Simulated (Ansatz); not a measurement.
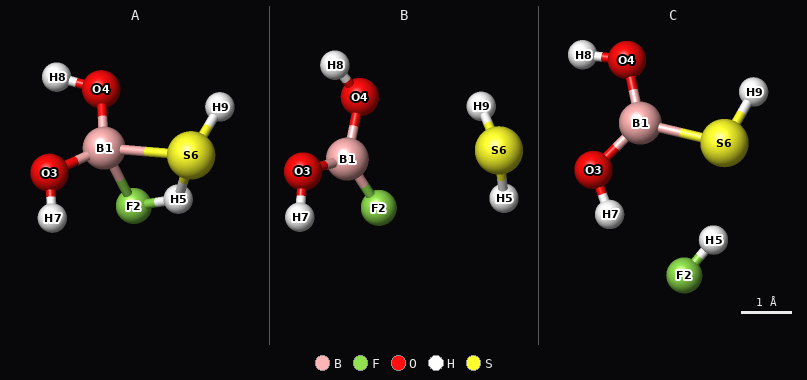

Three geometries of BH4SO2F: a saddle point and the two minima that it joins, in shuffled order. The picture is a ball-and-stick view, seen at a tilt. Sticks join atoms that are closer than about 1.2 times the sum of their covalent radii (a little more with hydrogen).

Stationary points at PBE0-D4/def2-TZVP, single-point energies with CCSD(T)/CBS, BHLYP-D4, PBE-D4 (def2-TZVPP where no basis is named; Ansatz 0.2.0). The energies are electronic, without zero-point or thermal terms, and both ends are the minima reached downhill from the saddle, with any fragments still in contact. CCSD(T)/CBS stands for a frozen-core estimate: MP2 correlation extrapolated from def2-TZVPP and def2-QZVPP, CCSD(T) minus MP2 from the smaller set.

Question: Identify the saddle point and describe the reaction.

Answer: Frame A is the saddle point. Counted by bonded pieces, B holds BH₂O₂F + H₂S and C holds BH₃SO₂ + HF. From B over the saddle to C, bonds form: B1–S6 (3.47 → 2.06 → 1.85 Å), F2–H5 (2.86 → 1.17 → 0.94 Å). Bonds break: B1–F2 (1.33 → 1.67 → 3.26 Å), H5–S6 (1.34 → 1.61 → 2.19 Å). The saddle has one imaginary mode, 925i cm⁻¹. With CCSD(T)/CBS the barrier is 183.7 kJ/mol from B and 118.5 kJ/mol from C, and C lies 65.2 kJ/mol above B.

```
      level  barrier from B (kJ/mol)  barrier from C (kJ/mol)  C less B (kJ/mol)
CCSD(T)/CBS                    183.7                    118.5               65.2
   BHLYP-D4                    205.4                    128.2               77.2
     PBE-D4                    140.7                     91.2               49.5
```

Against CCSD(T)/CBS, BHLYP-D4 comes closest on the barrier from B (+21.7 kJ/mol) and PBE-D4 misses most (−43.0 kJ/mol).

Limits of the set-up: the start holds two separate molecules, 2.7 Å apart at their closest, whose relative position is a soft coordinate.
